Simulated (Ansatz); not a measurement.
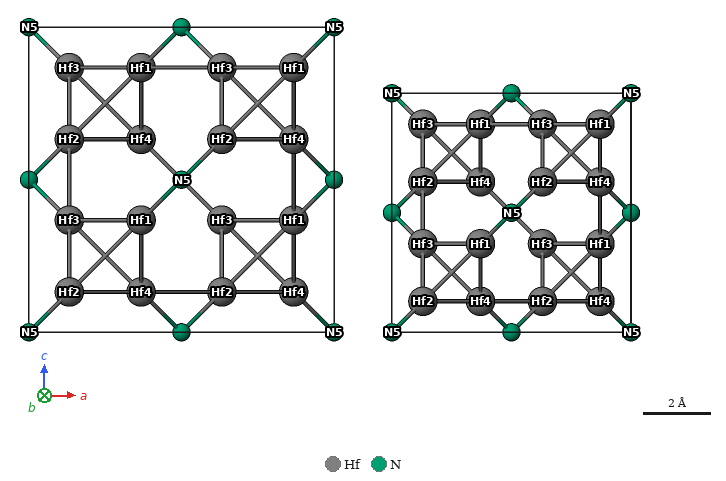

Two geometries of a crystal of Hf₄N (a generated structure, set up in F-43m) (coarse preliminary run), drawn at one scale. One is the start of a relaxation, the other its converged end. Style: ball-and-stick. Shown: the conventional cell (4 times the calculation's cell), along the b axis. Lengths and directions refer to the drawn axes.

Theory: Ansatz 0.2.0, DFT PBE, scalar-relativistic, plane waves, PAW. Settings: plane-wave cutoff 420 eV; k-point mesh 4 × 4 × 4; occupations gaussian; smearing width 0.1 eV; no spin polarisation; cell and atoms relaxed; force threshold 0.04 eV/Å; at most 70 steps.

Question: Which of the two is the end point?

Answer: The left one is the relaxed one. The largest moves relative to the cell, 0.043 Å, are those of Hf1, Hf2, Hf3 and Hf4. Hf1 goes along [−1 1 −1]. N stays in place. The volume changes by +107.9 %, with a = b = c 7.144 → 9.117 Å (+27.6 %). Among the contacts that change: Hf1–Hf2 2.618 → 3.413 Å, Hf1–Hf2 (another image) 2.433 → 3.034 Å, Hf1–N5 1.603 → 2.090 Å. The space group stays F-43m (No. 216). Over 10 accepted moves (12 points after the start) the energy falls by 4412 meV per atom. Largest force component: 9.8 eV/Å at the start, 0.04 eV/Å at the end. The pressure goes from 122.07 to −0.02 GPa. At 2 points the geometry stayed and the basis and grid were re-selected for the new cell (energy shift of 247 meV per atom at most each time).
